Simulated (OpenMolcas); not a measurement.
# One shape, several levels: C2H3ClNSi (SMILES C[Si](Cl)C#N)

Wanted: a comparison of 6 runs (UHF/STO-3G, U-r2SCAN/def2-SVP, U-revPBE/def2-SVP, UB3LYP/def2-SVP, UPBE0/def2-SVP, ROMP2/def2-SVP) of C2H3ClNSi. 

The results are computed with OpenMolcas 26.06.

## Step 1: The system as given

C2H3ClNSi: 8 atoms, total charge 0, spin state doublet. As SMILES, `C[Si](Cl)C#N`. One bond was lengthened or shortened from a relaxed shape.

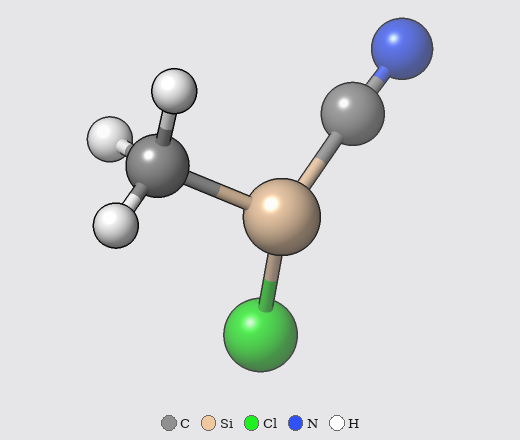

Viewed from a chosen angle; carbon grey, silicon light orange, chlorine green, nitrogen blue, hydrogen white.

## Step 2: A single-point energy at UHF/STO-3G (run 1)

Input file test.input:

```
>>> EXPORT MOLCAS_PRINT=2
&GATEWAY
BASLIB=$CurrDir
COORD
8
angstrom
C       -0.562619      -0.606704       0.814272
Si       0.747081       0.586296       0.257072
Cl       2.631481      -0.154704       0.544472
C        0.553981       0.927396      -1.542728
N        0.389981       1.236496      -2.642628
H       -0.452319      -1.553404       0.278472
H       -0.477719      -0.793704       1.885672
H       -1.699700      -0.132000       0.571400
BASIS=STO-3G
GROUP=NoSym
&SEWARD
&SCF
UHF
SPIN=2
THRESHOLDS=1e-10 1e-07 1e-07 1e-05
PRORBITALS=1 1
```

The basis set STO-3G is read from a file made from the Basis Set Exchange's data (not shown).

Run with:

```bash
export MOLCAS_MEM=1860
pymolcas test.input > test.log
```

The program printed:

```text
--- Start Module: gateway ---
[...]
--- Stop Module: gateway /rc=_RC_ALL_IS_WELL_ ---
--- Start Module: seward ---
[...]
      Basis functions           36
--- Stop Module: seward /rc=_RC_ALL_IS_WELL_ ---
--- Start Module: scf ---
[...]
       Convergence after  30 Iterations
[...]
::    Total SCF energy                               -870.4950069982
[...]
      Total spin, S                                     0.5613527888
[...]
      Total electronic charge=   53.000000
      Total            charge=   -0.000000
[...]
      Dipole Moment (debye):
      Origin of the operator (angstrom)=    1.1121    0.2852   -0.1612
                   X= -2.4161E+00               Y=  3.9690E-01               Z=  3.0352E+00           Total=  3.8997E+00
      Quadrupole Moment (debye*angstrom):
[...]
--- Stop Module: scf /rc=_RC_ALL_IS_WELL_ ---
[...]
```

Wall time 2.4 s (1 thread of Intel Xeon Platinum 8375C at 2.90GHz (Ice Lake), shared host); peak memory 0.37 GiB.

## Step 3: The energy at U-r2SCAN/def2-SVP (run 2)

Input file input.xyz:

```xyz
8

C     -0.562619    -0.606704     0.814272
Si     0.747081     0.586296     0.257072
Cl     2.631481    -0.154704     0.544472
C      0.553981     0.927396    -1.542728
N      0.389981     1.236496    -2.642628
H     -0.452319    -1.553404     0.278472
H     -0.477719    -0.793704     1.885672
H     -1.699700    -0.132000     0.571400
```

Input file test.inp:

```
>>> EXPORT MOLCAS_PRINT=2
&GATEWAY
BasLib=$CurrDir
Coord=input.xyz
Basis=def2-SVP
Group=NoSym
&SEWARD
GridInput
Grid=UltraFine
End of Grid
&SCF
UHF
Spin=2
KSDFT=2
1.0 MGGA_X_R2SCAN
1.0 MGGA_C_R2SCAN
Thresholds=1e-10 1e-07 1e-07 1e-05
PrOrbitals=1 2
```

The basis set def2-SVP is read from a file made from the Basis Set Exchange's data (not shown).

Run with:

```bash
export MOLCAS_MEM=1860
pymolcas test.inp > test.log
```

The program printed:

```text
--- Start Module: gateway ---
[...]
--- Stop Module: gateway /rc=_RC_ALL_IS_WELL_ ---
--- Start Module: seward ---
[...]
      Basis functions           93
--- Stop Module: seward /rc=_RC_ALL_IS_WELL_ ---
[...]
--- Start Module: scf ---
[...]
       Convergence after  20 Iterations
[...]
::    Total KS-DFT energy                            -881.9884519416
[...]
      Total spin, S                                     0.5019258439
[...]
      Total electronic charge=   53.000000
      Total            charge=   -0.000000
[...]
      Dipole Moment (debye):
      Origin of the operator (angstrom)=    1.1121    0.2852   -0.1612
                   X= -1.2421E+00               Y= -1.1963E+00               Z=  3.2472E+00           Total=  3.6767E+00
      Quadrupole Moment (debye*angstrom):
[...]
--- Stop Module: scf /rc=_RC_ALL_IS_WELL_ ---
[...]
```

It took 58 s on 1 thread of Intel Xeon Platinum 8375C at 2.90GHz (Ice Lake), shared host; peak memory 0.51 GiB.

Runs 3 to 5 aren't shown in full; the table further down has their settings and results.

## Step 4: The energy at ROMP2/def2-SVP (run 6)

Input file mol.xyz:

```xyz
8

C     -0.562619    -0.606704     0.814272
Si     0.747081     0.586296     0.257072
Cl     2.631481    -0.154704     0.544472
C      0.553981     0.927396    -1.542728
N      0.389981     1.236496    -2.642628
H     -0.452319    -1.553404     0.278472
H     -0.477719    -0.793704     1.885672
H     -1.699700    -0.132000     0.571400
```

Input file calc.inp:

```
&GATEWAY
  BASLIB
  $CurrDir
  COORD
  mol.xyz
  BASIS
  def2-SVP
  GROUP
  NoSym

&SEWARD

&SCF
  UHF
  SPIN
  2
  THRESHOLDS
  1e-10 1e-07 1e-07 1e-05
  PRORBITALS
  1 1

&RASSCF
  FILEORB
  $Project.UnaOrb
  SPIN
  2
  NACTEL
  1 0 0
  INACTIVE
  26
  RAS2
  1
  OUTORBITALS
  Canonical
  ORBLISTING
  Few

&CASPT2
  IPEA
  0.0
  FROZEN
  13
```

The basis set def2-SVP is read from a file made from the Basis Set Exchange's data (not shown).

Run with:

```bash
export MOLCAS_MEM=1860
pymolcas calc.inp > calc.log
```

The program printed:

```text
--- Start Module: gateway ---
[...]
--- Stop Module: gateway /rc=_RC_ALL_IS_WELL_ ---
[...]
      Basis functions           93
[...]
       Convergence after  26 Iterations
[...]
::    Total SCF energy                               -880.0394995383
[...]
      Total spin, S                                     0.5208377275
[...]
--- Start Module: rasscf ---
[...]
      Number of active orbitals                  1
[...]
      Spin quantum number                      0.5
[...]
      Active orbitals                            1
[...]
      Number of CSFs                             1
[...]
      Number of root(s) required                 1
[...]
      Convergence after 11 iterations
[...]
      printout of CI-coefficients larger than  0.05 for root  1
      energy=    -880.037622
      conf/sym  1     Coeff  Weight
             1  u   1.00000 1.00000
      Natural orbitals and occupation numbers for root  1
      sym 1:   1.000000
      ************************************************************************************************************************
      *                                                    Final results                                                     *
[...]
::    RASSCF root number  1 Total energy:   -880.03762244
[...]
      Total electronic charge=   53.000000
      Total            charge=   -0.000000
[...]
      Dipole Moment (debye):
      Origin of the operator (angstrom)=    1.1121    0.2852   -0.1612
                   X= -1.3318E+00               Y= -9.6247E-01               Z=  3.3762E+00           Total=  3.7548E+00
      Quadrupole Moment (debye*angstrom):
[...]
--- Stop Module: rasscf /rc=_RC_ALL_IS_WELL_ ---
[...]
--- Start Module: caspt2 ---
[...]
 ###    WARNING: User changed nr of frozen orbitals.                         ###
 ###############################################################################
[...]
      E2 (Variational):          -0.6312564019
      Total energy:            -880.6688788393
[...]
      Reference weight:           0.80381
[...]
::    CASPT2 Root  1     Total energy:   -880.66887884
[...]
--- Stop Module: caspt2 /rc=_RC_ALL_IS_WELL_ ---
[...]
```

Run time: 19 s. Hardware: 1 thread of Intel Xeon Platinum 8375C at 2.90GHz (Ice Lake), shared host; peak memory 0.51 GiB.

## Step 5: Overview of the runs

| run | level | integration grid | frozen core orbitals | energy (Eh) | dipole moment (D) | HOMO energy (eV) | LUMO energy (eV) | wall time |
| --- | --- | --- | --- | --- | --- | --- | --- | --- |
| 1 | UHF/STO-3G | – | – | -870.495007 | 3.90 | -7.99 | 3.88 | 2.4 s |
| 2 | U-r2SCAN/def2-SVP | UltraFine | – | -881.988452 | 3.68 | -6.00 | -3.65 | 58 s |
| 3 | U-revPBE/def2-SVP | UltraFine | – | -881.940902 | 3.54 | -5.54 | -3.87 | 39 s |
| 4 | UB3LYP/def2-SVP | UltraFine | – | -882.149958 | 3.60 | -6.43 | -3.49 | 43 s |
| 5 | UPBE0/def2-SVP | UltraFine | – | -881.688370 | 3.65 | -6.77 | -3.17 | 42 s |
| 6 | ROMP2/def2-SVP | – | 13 | -880.668879 | – | – | – | 19 s |

## Step 6: Summary of results

```
           quantity          value
run 6: total energy  -880.66888 Eh
```

In words: Over runs 1, 2, 3, 4, 5 the dipole moment (its size) runs from 3.54 D (U-revPBE/def2-SVP) to 3.90 D (UHF/STO-3G). The two ends differ in method and basis. Totals of different functionals can't be ranked against each other. In run 1 the basis is minimal, so the values are rough. Spin contamination of the reference: run 1 ⟨S²⟩ = 0.88. All runs together took 3.4 min, the longest 58 s.
